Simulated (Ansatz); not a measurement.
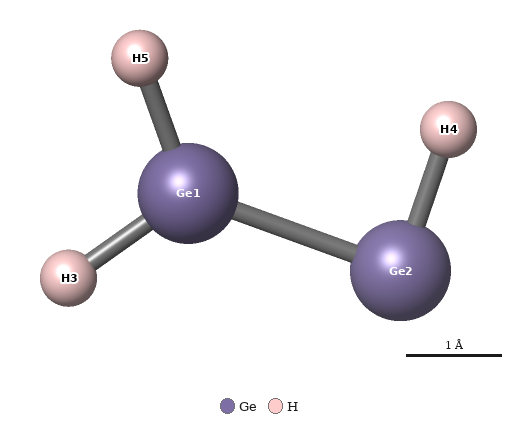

*The input geometry (ball-and-stick view, seen at a tilt; atoms are numbered from 1 in the order of the input). Sticks mark near contacts.*

Bond lengths as drawn: Ge–Ge 2.40 Å and Ge–H 1.55 to 1.59 Å.

Ge₂H₃: single-point calculation

The run: single-point calculation of Ge₂H₃, multiplicity 2. Method and program: UKS r2SCAN/aug-cc-pVDZ (Ansatz 0.2.0).

Some settings of this run were made unusual or wrong on purpose. The geometry comes from this level: r2SCAN-D4/def2-TZVP. Figures and captions count atoms from 1; the log counts them from 0 in places.

## Input
```yaml
crystal:
  periodic: [false, false, false]
  atoms:
    - {symbol: Ge, position_ang: [0.238233, -0.050794, 0.599615]}
    - {symbol: Ge, position_ang: [-1.112439, -0.818028, -1.232121]}
    - {symbol: H, position_ang: [0.351201, -0.793312, 1.950849]}
    - {symbol: H, position_ang: [-0.616878, 0.461716, -2.041622]}
    - {symbol: H, position_ang: [1.139893, 1.200418, 0.723278]}
basis:
  gaussian: {orbitals: aug-cc-pVDZ, final_grid: {core_spheres: 1, valence_spheres: 1, degree: 3}}
magnetization: {spin_polarized: true, initial_magnetization: 1}
hamiltonian: {xc: {name: r2SCAN}}
scf: {omitted_lower_state_checks: [starts]}
output: {forces: true}
```

Hardware: 2 threads of Arm Neoverse V2, 23 GiB of memory available, shared host.

Launched with:
```bash
ansatz run in.yaml --threads 2 --pin off --events-out ev --progress --plain --max-ram 4352MiB
```

## The program's output
```
Functional definition: r2SCAN
  name "r2SCAN"
  cite "Furness, Kaplan, Ning, Perdew & Sun, J. Phys. Chem. Lett. 11, 8208 (2020) doi:10.1021/acs.jpclett.0c02405"
  cite "Furness, Kaplan, Ning, Perdew & Sun, J. Phys. Chem. Lett. 11, 9248 (2020) doi:10.1021/acs.jpclett.0c03077"
  parent r2scan
  parameter k0 = 0.174
  parameter k1 = 0.065
  parameter a1 = 4.9479
  exchange = r2scan_x(k0 = k0, k1 = k1, a1 = a1)
  correlation = r2scan_c
these checks for a lower state are left out or cut short: starts
1076 factors; their error is unknown
mean field evaluation 1: about -113080.6622 eV, gradient 9.0e0 eV
mean field evaluation 2: about -113081.1400 eV, gradient 4.7e0 eV
mean field evaluation 4: about -113081.3434 eV, gradient 8.4e-1 eV
mean field evaluation 8: about -112643.2507 eV, gradient 2.4e2 eV
mean field evaluation 16: about -113216.0770 eV, gradient 1.2e2 eV
mean field evaluation 32: about -113270.0540 eV, gradient 3.6e1 eV
mean field -113143.22811620 eV, -4157.9369420358 hartree, gradient 2.8e-5 eV, S^2 0.756481; 0 other end points of the search recorded, 0 dependent functions left out
the calculation of the forces begins
reference -113143.22818373 eV, -4157.9369445174 hartree; 34, 33 occupied and 65, 66 virtual orbitals, 1076 factors
Total energy: -113143.22818373 eV, -4157.9369445174 hartree
Atom 0 at     0.238233    -0.050794     0.599615 Å, force    -8.634161    -3.882098   -13.088291 eV/Å
Atom 1 at    -1.112439    -0.818028    -1.232121 Å, force     9.781336    10.941899     5.259826 eV/Å
Atom 2 at     0.351201    -0.793312     1.950849 Å, force    -0.628011    -2.529639     2.312395 eV/Å
Atom 3 at    -0.616878     0.461716    -2.041622 Å, force    -2.237445    -7.465006     6.132759 eV/Å
Atom 4 at     1.139893     1.200418     0.723278 Å, force     1.718281     2.934845    -0.616690 eV/Å
Dipole moment:    -0.166295    -0.385708     0.220030 e Å
Checks for a lower state left out: starts
```

## What the run reported

```tsv
quantity	value
outcome	converged
total energy	−113143.2282 eV
⟨S²⟩	0.756
SCF solution under orbital rotations	stable
largest force (length of the vector)	16.153 eV/Å
dipole moment	2.28 D
wall time	12 s (CPU time 21 s)
peak memory	0.3 GiB
```

The input was spoiled on purpose: grid. The run converged all the same; its numbers are those of the faulty input and shouldn't be used.
